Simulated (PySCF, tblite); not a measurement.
# C6H9ClSi: geometry, infrared bands and NMR shifts

What infrared bands and NMR shifts should C6H9ClSi (`C=C1C[Si@H]1C1(Cl)CC1`) show?

Programs: tblite 0.8.0 and PySCF 2.14.0, with density-fitted response routines of our own. Each step states its level of theory. These are calculated values for one molecule in the gas phase, unless marked as measured. Atoms count from 0, in the outputs and in this text.

### Step 1. The starting structure

17 atoms, charge 0, multiplicity 1; geometry from: force field or distance geometry start.

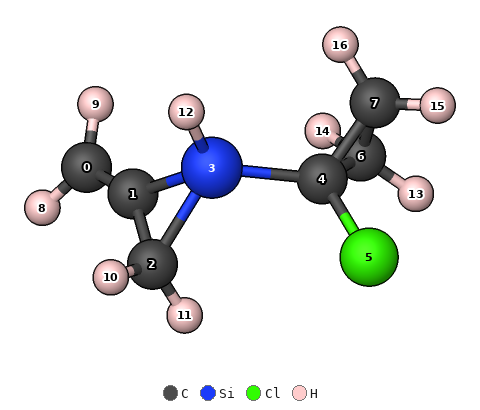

The starting geometry (carbon dark grey, silicon blue, chlorine green, hydrogen pink), atoms numbered; sticks join atoms by distance.

### Step 2. Optimising the geometry with GFN2-xTB

Job settings and geometry (Å):

```
{"job": {"kind": "relax", "xc": "GFN2-xTB", "basis": "xTB"}, "charge": 0, "multiplicity": 1}
C      2.763900     0.349100     0.894700
C      1.837000     0.334700    -0.105700
C      1.541400    -0.091200    -1.509100
Si     0.154800     0.800600    -0.610900
C     -1.314700    -0.274100    -0.307300
Cl    -2.021200    -0.909000    -1.838200
C     -1.552100    -1.006600     0.953000
C     -2.397500     0.216000     0.633800
H      3.742500    -0.090200     0.745900
H      2.484300     0.815300     1.849400
H      1.928400     0.527200    -2.345400
H      1.443200    -1.183200    -1.641800
H     -0.056100     2.226800    -0.840800
H     -2.116800    -1.975200     0.838700
H     -0.819600    -0.935600     1.785600
H     -3.462900     0.026900     0.355200
H     -2.161400     1.180500     1.133200
```

Run with:

```console
> OMP_NUM_THREADS=1 python probes_run.py task.json out
```

This one command runs all jobs of the session in turn.

Output:

```text
step      E/eV     max force
  0    -641.24445    3.449
  1    -641.41480    3.388
  2    -641.54688    0.755
  3    -641.60580    0.640
  4    -641.63987    0.541
  5    -641.67468    0.511
  6    -641.70794    0.366
  7    -641.72924    0.323
  8    -641.74489    0.288
  9    -641.75956    0.304
 10    -641.77319    0.277
 11    -641.78319    0.203
 12    -641.78947    0.179
 13    -641.79434    0.173
 14    -641.79905    0.165
 15    -641.80270    0.137
 16    -641.80520    0.115
 17    -641.80723    0.124
 18    -641.80915    0.106
 19    -641.81073    0.095
 20    -641.81189    0.076
 21    -641.81284    0.084
 22    -641.81379    0.079
 23    -641.81459    0.061
 24    -641.81513    0.052
 25    -641.81552    0.047
 26    -641.81593    0.058
 27    -641.81640    0.069
 28    -641.81689    0.062
 29    -641.81733    0.050
 30    -641.81766    0.040
 31    -641.81787    0.031
 32    -641.81801    0.028
 33    -641.81815    0.032
 34    -641.81836    0.044
 35    -641.81866    0.056
 36    -641.81902    0.055
 37    -641.81935    0.042
 38    -641.81966    0.046
 39    -641.82002    0.051
 40    -641.82043    0.050
 41    -641.82079    0.044
 42    -641.82108    0.046
 43    -641.82140    0.047
 44    -641.82187    0.062
 45    -641.82253    0.079
 46    -641.82327    0.072
 47    -641.82391    0.060
 48    -641.82446    0.065
 49    -641.82508    0.061
 50    -641.82582    0.076
 51    -641.82649    0.070
 52    -641.82695    0.049
 53    -641.82729    0.046
 54    -641.82766    0.047
 55    -641.82812    0.057
 56    -641.82858    0.057
 57    -641.82894    0.046
 58    -641.82922    0.056
 59    -641.82952    0.057
 60    -641.82988    0.063
 61    -641.83024    0.063
 62    -641.83051    0.038
 63    -641.83071    0.044
 64    -641.83090    0.041
 65    -641.83114    0.041
 66    -641.83137    0.041
 67    -641.83159    0.042
 68    -641.83182    0.046
 69    -641.83211    0.051
 70    -641.83246    0.054
 71    -641.83277    0.039
 72    -641.83301    0.047
 73    -641.83320    0.041
 74    -641.83337    0.029
 75    -641.83352    0.028
 76    -641.83366    0.033
 77    -641.83379    0.032
 78    -641.83394    0.035
 79    -641.83411    0.035
 80    -641.83429    0.030
 81    -641.83444    0.027
 82    -641.83458    0.029
 83    -641.83473    0.028
 84    -641.83492    0.033
 85    -641.83519    0.038
 86    -641.83561    0.050
 87    -641.83623    0.063
 88    -641.83724    0.107
 89    -641.83842    0.147
 90    -641.84029    0.183
 91    -641.84167    0.092
 92    -641.84299    0.098
 93    -641.84384    0.076
 94    -641.84451    0.062
 95    -641.84494    0.056
 96    -641.84543    0.066
 97    -641.84636    0.066
 98    -641.84750    0.064
 99    -641.84860    0.066
100    -641.84939    0.073
101    -641.85006    0.058
102    -641.85055    0.058
103    -641.85070    0.075
104    -641.85114    0.065
105    -641.85148    0.034
106    -641.85177    0.033
107    -641.85206    0.044
108    -641.85230    0.047
109    -641.85266    0.037
110    -641.85305    0.041
111    -641.85341    0.044
112    -641.85367    0.038
113    -641.85391    0.031
114    -641.85415    0.032
115    -641.85436    0.033
116    -641.85457    0.034
117    -641.85479    0.029
118    -641.85506    0.035
119    -641.85543    0.042
120    -641.85591    0.044
121    -641.85634    0.040
122    -641.85667    0.037
123    -641.85693    0.036
124    -641.85717    0.033
125    -641.85738    0.031
126    -641.85755    0.031
127    -641.85772    0.031
128    -641.85792    0.032
129    -641.85816    0.039
130    -641.85847    0.041
131    -641.85883    0.040
132    -641.85919    0.034
133    -641.85945    0.034
134    -641.85967    0.022
135    -641.85977    0.015
136    -641.85980    0.012
137    -641.85982    0.008
```

Run time: 2 s. Hardware: 1 thread of Arm Neoverse N1, shared host; peak memory 0.18 GiB.

Step by step: (not every step is listed)

| step | energy from step 0 (eV) | largest force (eV/Å) |
| --- | --- | --- |
| 0 | 0.0000 | 3.4491 |
| 1 | -0.1703 | 3.3878 |
| 2 | -0.3024 | 0.7550 |
| 3 | -0.3614 | 0.6403 |
| 4 | -0.3954 | 0.5413 |
| 5 | -0.4302 | 0.5111 |
| 6 | -0.4635 | 0.3661 |
| 7 | -0.4848 | 0.3231 |
| 8 | -0.5004 | 0.2884 |
| 20 | -0.5674 | 0.0765 |
| 32 | -0.5736 | 0.0276 |
| 44 | -0.5774 | 0.0625 |
| 56 | -0.5841 | 0.0567 |
| 68 | -0.5874 | 0.0463 |
| 80 | -0.5898 | 0.0300 |
| 92 | -0.5985 | 0.0980 |
| 104 | -0.6067 | 0.0647 |
| 116 | -0.6101 | 0.0337 |
| 128 | -0.6135 | 0.0320 |
| 132 | -0.6147 | 0.0342 |
| 133 | -0.6150 | 0.0345 |
| 134 | -0.6152 | 0.0224 |
| 135 | -0.6153 | 0.0154 |
| 136 | -0.6153 | 0.0115 |
| 137 | -0.6154 | 0.0079 |

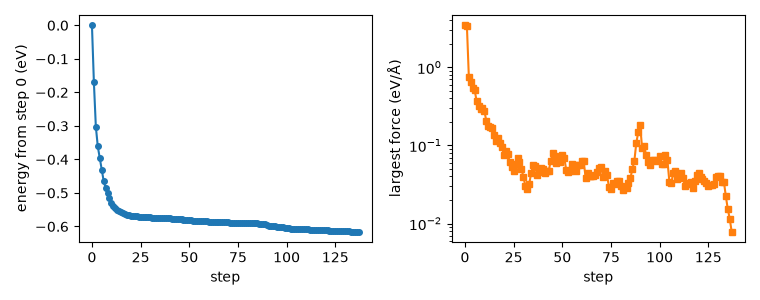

Energy and force, step by step.

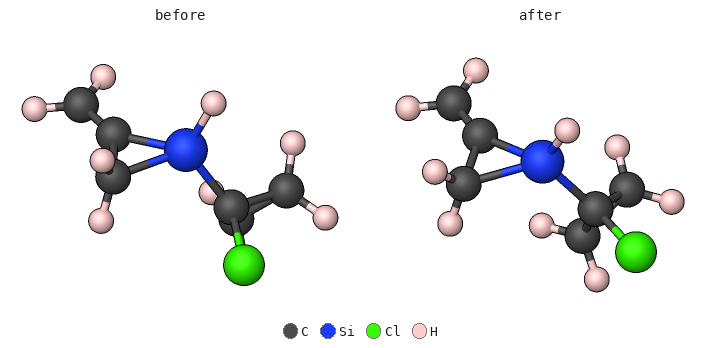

Before and after, at one scale.

Close pairs (by a distance rule), those that changed most:

```
  bond  before (Å)  after (Å)  change (Å)
 C0–C1       1.364      1.314      -0.050
C6–H13       1.127      1.080      -0.047
C1–Si3       1.817      1.859      +0.042
Si3–C4       1.846      1.886      +0.041
C7–H15       1.117      1.080      -0.038
C7–H16       1.111      1.080      -0.032
C6–H14       1.111      1.080      -0.031
C2–H10       1.110      1.082      -0.027
```

The final coordinates are the input of the step that follows.

### Step 3. Vibrational analysis with GFN2-xTB

Job settings and geometry (Å):

```
{"job": {"kind": "ir", "xc": "GFN2-xTB", "basis": "xTB"}, "charge": 0, "multiplicity": 1}
C      2.417978     0.622454     1.018255
C      1.608292     0.503786    -0.009473
C      1.604672    -0.237243    -1.326750
Si     0.068303     0.831299    -0.997464
C     -1.494851    -0.055601    -0.424957
Cl    -2.690006    -0.190741    -1.736603
C     -1.459821    -1.189930     0.553758
C     -2.059535     0.119990     0.953279
H      3.364521     0.100631     1.061284
H      2.181748     1.244766     1.867233
H      2.350882     0.082799    -2.042431
H      1.566905    -1.318076    -1.265282
H     -0.193379     2.063685    -1.716122
H     -2.124706    -2.024755     0.390373
H     -0.499607    -1.466291     0.963820
H     -3.132407     0.174687     1.060255
H     -1.515987     0.750570     1.640916
```

Output:

```text
mode    cm-1     km/mol
  1      25.9      0.97
  2      61.3      0.86
  3     112.4      2.36
  4     163.8      1.28
  5     234.4      2.70
  6     262.2      1.38
  7     281.8     11.59
  8     311.7     13.63
  9     347.7      1.09
 10     466.0     28.94
 11     473.8     46.58
 12     582.3     66.31
 13     594.8     18.79
 14     629.9     20.28
 15     700.2     17.13
 16     714.2     61.68
 17     772.2    103.75
 18     800.3     12.14
 19     896.8     24.92
 20     917.2      0.44
 21     949.8     31.01
 22     963.6      1.86
 23     993.2      0.63
 24     997.0     21.94
 25    1019.0      6.44
 26    1068.2      0.72
 27    1071.4      4.45
 28    1082.6     24.50
 29    1122.1      9.55
 30    1143.7      0.18
 31    1332.7     12.88
 32    1405.4      2.60
 33    1421.1      1.71
 34    1425.9      3.25
 35    1468.9      4.37
 36    1766.3      3.35
 37    2363.2    252.67
 38    3033.6     13.50
 39    3038.9     51.61
 40    3046.1     28.98
 41    3080.8     11.03
 42    3081.1     28.76
 43    3082.6     11.42
 44    3090.0      3.30
 45    3104.1     35.79
```

Wall time 1.3 s (1 thread of Arm Neoverse N1, shared host); peak memory 0.18 GiB.

The strongest bands and the atoms that carry them (share of the mass-weighted mode):

| cm⁻¹ | km/mol | atoms |
| --- | --- | --- |
| 474 | 46.6 | H12 49 %, Si3 14 %, Cl5 11 % |
| 582 | 66.3 | H12 64 %, H9 12 %, H8 11 % |
| 714 | 61.7 | H11 24 %, Si3 16 %, C2 13 %, H10 12 % |
| 772 | 103.8 | Si3 35 %, C1 11 % |
| 950 | 31.0 | C2 41 %, H9 18 %, C0 16 % |
| 2363 | 252.7 | H12 97 % |
| 3039 | 51.6 | H8 88 % |
| 3104 | 35.8 | H15 33 %, H13 28 %, H16 15 %, H14 13 % |

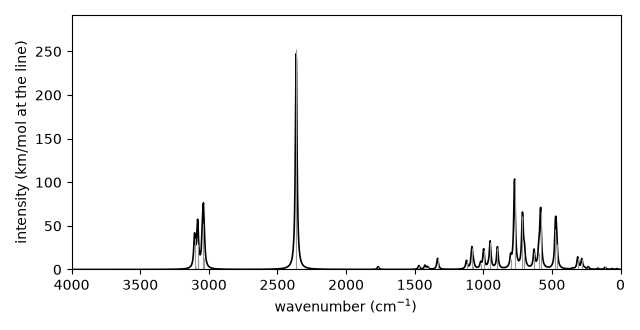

The infrared spectrum from these modes, unscaled. Lines are broadened to a width of 14 cm⁻¹ (Lorentzian).

### Step 4. Shielding tensors: PBE0/pcSseg-1

Settings changed since step 3:

```diff
@@ -1,2 +1,2 @@
-{"job": {"kind": "ir", "xc": "GFN2-xTB", "basis": "xTB"}, "charge": 0, "multiplicity": 1}
+{"job": {"kind": "nmr", "xc": "PBE0", "basis": "pcSseg-1"}, "charge": 0, "multiplicity": 1}
 C      2.417978     0.622454     1.018255
```

Level: GIAO PBE0/pcSseg-1 NMR shielding, non-relativistic, gas phase.

Output:

```text
coarse grid: 15344 points
cycle   1  E = -982.9238609154  dE =  1.132e+00  |g| = 4.581e-01  |ddm| = 3.906e+00
cycle   2  E = -982.8837250659  dE =  4.014e-02  |g| = 6.001e-01  |ddm| = 1.095e+00
cycle   3  E = -982.9805873198  dE = -9.686e-02  |g| = 8.927e-02  |ddm| = 7.544e-01
cycle   4  E = -982.9823964791  dE = -1.809e-03  |g| = 3.971e-02  |ddm| = 1.311e-01
cycle   5  E = -982.9827454909  dE = -3.490e-04  |g| = 1.326e-02  |ddm| = 4.035e-02
cycle   6  E = -982.9827928985  dE = -4.741e-05  |g| = 3.196e-03  |ddm| = 1.738e-02
cycle   7  E = -982.9827948950  dE = -1.996e-06  |g| = 1.424e-03  |ddm| = 4.139e-03
final grid: 139272 points
cycle   8  E = -983.0299438448  dE = -3.588e-05  |g| = 9.604e-03  |ddm| = 3.198e-02
cycle   9  E = -983.0299243646  dE =  1.948e-05  |g| = 1.284e-02  |ddm| = 2.144e-02
cycle  10  E = -983.0299671479  dE = -4.278e-05  |g| = 1.667e-03  |ddm| = 1.331e-02
cycle  11  E = -983.0299677265  dE = -5.786e-07  |g| = 4.880e-04  |ddm| = 1.687e-03
cycle  12  E = -983.0299677855  dE = -5.899e-08  |g| = 1.212e-04  |ddm| = 4.957e-04
cycle  13  E = -983.0299677889  dE = -3.408e-09  |g| = 3.925e-05  |ddm| = 1.474e-04
cycle  14  E = -983.0299677892  dE = -3.686e-10  |g| = 1.157e-05  |ddm| = 5.616e-05
converged SCF energy = -983.0299677892

GIAO shielding tensors (ppm)
atom      isotropic    diamagn.    paramagn.     s11        s22        s33       span
  0 C       53.739     255.315    -201.577    -58.186     61.509    157.892    216.078
  1 C       38.000     262.038    -224.038    -55.858    -21.375    191.232    247.089
  2 C      177.547     256.463     -78.916    152.301    174.595    205.744     53.443
  3 Si     445.959     881.185    -435.227    314.893    371.395    651.588    336.695
  4 C      153.840     251.239     -97.399    115.874    126.276    219.368    103.495
  5 Cl     780.152    1146.133    -365.981    566.820    670.862   1102.775    535.955
  6 C      172.668     250.159     -77.490    132.771    176.619    208.615     75.844
  7 C      167.658     253.990     -86.331    122.309    176.314    204.351     82.042
  8 H       25.177      29.249      -4.072     22.031     23.912     29.588      7.557
  9 H       25.315      31.453      -6.138     22.292     23.701     29.952      7.659
 10 H       30.448      29.779       0.669     25.622     26.310     39.413     13.791
 11 H       30.191      32.110      -1.919     25.607     28.286     36.679     11.072
 12 H       27.436      28.446      -1.010     22.397     25.006     34.905     12.508
 13 H       30.825      30.934      -0.109     25.026     27.990     39.458     14.432
 14 H       31.052      32.582      -1.531     23.690     29.614     39.851     16.161
 15 H       30.674      31.413      -0.739     24.770     28.007     39.244     14.473
 16 H       30.804      32.477      -1.673     24.132     28.556     39.723     15.591
```

It took 63 s on 1 thread of Arm Neoverse N1, shared host; peak memory 0.86 GiB.

The references, computed at this level on geometries of the same kind, shield at (ppm): ¹H TMS 31.72, ¹³C TMS 186.9, ²⁹Si TMS 349.2, ³⁵Cl HCl 950. Their shielding less the atom's gives the shift. The references are single molecules in the gas phase.

| atoms | environment | σ (ppm) | δ (ppm) | δ scaled to CDCl3 |
| --- | --- | --- | --- | --- |
| C1 | fully substituted alkene carbon | 38.0 | 148.9 | 143.4 |
| C0 | terminal =CH2 carbon | 53.7 | 133.2 | 128.1 |
| C4 | three-membered-ring carbon bearing a halogen | 153.8 | 33.1 | 30.4 |
| C7 | three-membered-ring carbon | 167.7 | 19.3 | 16.9 |
| C6 | three-membered-ring carbon | 172.7 | 14.3 | 12.0 |
| C2 | three-membered-ring carbon | 177.5 | 9.4 | 7.2 |
| H8 | hydrogen on a terminal =CH2 carbon | 25.18 | 6.54 | 6.27 |
| H9 | hydrogen on a terminal =CH2 carbon | 25.32 | 6.40 | 6.14 |
| H12 | hydrogen on a silicon bonded to 3 C, in a 3-membered ring | 27.44 | 4.28 | – |
| H11 | hydrogen on a three-membered-ring carbon | 30.19 | 1.53 | 1.54 |
| H10 | hydrogen on a three-membered-ring carbon | 30.45 | 1.27 | 1.30 |
| H15 | hydrogen on a three-membered-ring carbon | 30.67 | 1.04 | 1.09 |
| H16 | hydrogen on a three-membered-ring carbon | 30.80 | 0.91 | 0.97 |
| H13 | hydrogen on a three-membered-ring carbon | 30.82 | 0.89 | 0.95 |
| H14 | hydrogen on a three-membered-ring carbon | 31.05 | 0.67 | 0.73 |
| Si3 | silicon bonded to 3 C, H, in a 3-membered ring | 446.0 | -96.8 | – |
| Cl5 | chlorine bonded to C | 780 | 170 | – |

The scaled column applies a straight-line fit of computed shieldings to shifts measured in CDCl3, with any fitted terms for Cl, Br or S neighbours (root-mean-square error 0.16 ppm for H, 1.9 ppm for C).

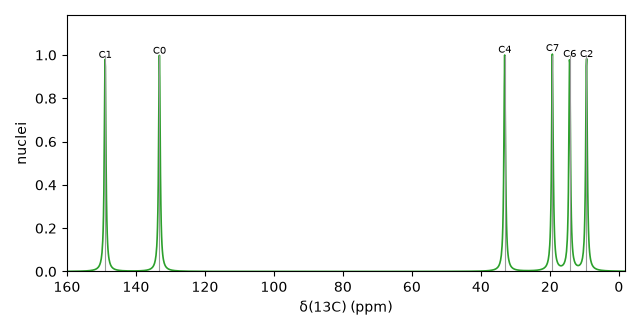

¹³C lines at the computed shifts, without couplings. Lines are broadened to a width of 0.56 ppm (Lorentzian).

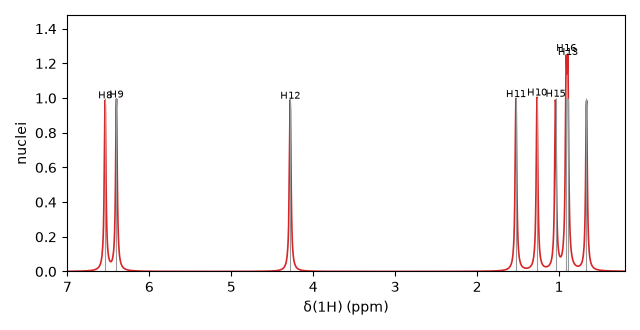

¹H lines at the computed shifts, without couplings. Lines are broadened to a width of 0.02 ppm (Lorentzian).

Charges from the same density, by scheme (e):

```
atoms  Mulliken    IAO  Hirshfeld  ESP fit
   C0     -0.07  -0.29      -0.10    -0.50
   C1     -0.48  -0.24      -0.10     0.15
   C2     -0.43  -0.54      -0.17    -0.49
  Si3      0.85   0.81       0.33     0.13
   C4     -0.59  -0.25      -0.06     0.01
  Cl5     -0.09  -0.09      -0.06    -0.11
   C6     -0.13  -0.28      -0.09    -0.28
   C7     -0.14  -0.28      -0.09    -0.30
```

IAO charges:

C0 -0.29; C1 -0.24; C2 -0.54; Si3 0.81; C4 -0.25; Cl5 -0.09; C6 -0.28; C7 -0.28; H8 0.15; H9 0.15; H10 0.16; H11 0.16; H12 -0.09; H13 0.17; H14 0.16; H15 0.16; H16 0.16

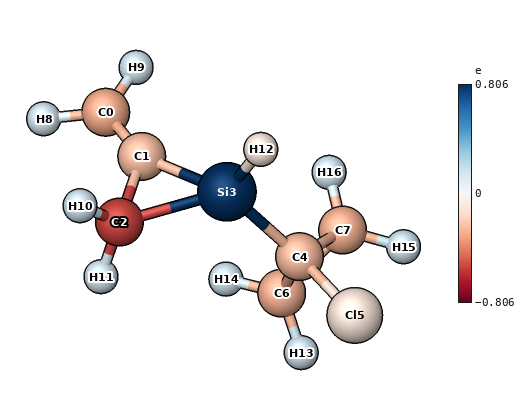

IAO charges, as colours on the atoms.

Mayer bond orders: C0–C1 1.96, C1–C2 0.90, C2–Si3 0.94, Si3–C4 0.78, C4–Cl5 1.01, C4–C6 0.93, C6–C7 0.97, Si3–C1 0.90, C7–C4 0.92.

Ring of atoms C1, C2, Si3: NICS(0) -13.3, NICS(1) -6.8, NICS(1)zz -13.0 ppm (means of both faces).

In rings of three or four atoms NICS is ruled by the nearby σ bonds, so it says little on aromaticity.

Ring of atoms C4, C6, C7: NICS(0) -43.4, NICS(1) -8.7, NICS(1)zz -22.8 ppm (means of both faces; NICS(1) differs between them: -10.0 and -7.5).

The two faces differ (NICS(1)zz -19.8 and -25.8 ppm).

In rings of three or four atoms NICS is ruled by the nearby σ bonds, so it says little on aromaticity.

### Step 5. Outcome

```
                                 quantity                                                     value
strongest single infrared mode (GFN2-xTB)                                     2363 cm⁻¹, 253 km/mol
             zero-point energy (GFN2-xTB)                                             79.3 kcal/mol
   ¹³C shifts against TMS (PBE0/pcSseg-1)                   148.9, 133.2, 33.1, 19.3, 14.3, 9.4 ppm
    ¹H shifts against TMS (PBE0/pcSseg-1)  6.54, 6.40, 4.28, 1.53, 1.27, 1.04, 0.91, 0.89, 0.67 ppm
  ²⁹Si shifts against TMS (PBE0/pcSseg-1)                                                 -96.8 ppm
  ³⁵Cl shifts against HCl (PBE0/pcSseg-1)                                                   170 ppm
```

What this shows: The optimisation took 137 steps and gained 0.615 eV; among the close pairs (by a distance rule), C0–C1 changed most, from 1.364 to 1.314 Å. No mode is imaginary among the 45: a minimum at this level. The strongest single mode, at 2363 cm⁻¹, moves mainly H12. GFN2-xTB is a fitted tight-binding method: band positions and strengths are rough. Its intensities can rank the bands wrongly. C1 (fully substituted alkene carbon) lies farthest downfield among carbon, at 148.9 ppm; an sp2 carbon of a C=C bond. At PBE0/pcSseg-1: Shielding is most anisotropic at Cl5 (span 536 ppm, paramagnetic term -366 ppm).
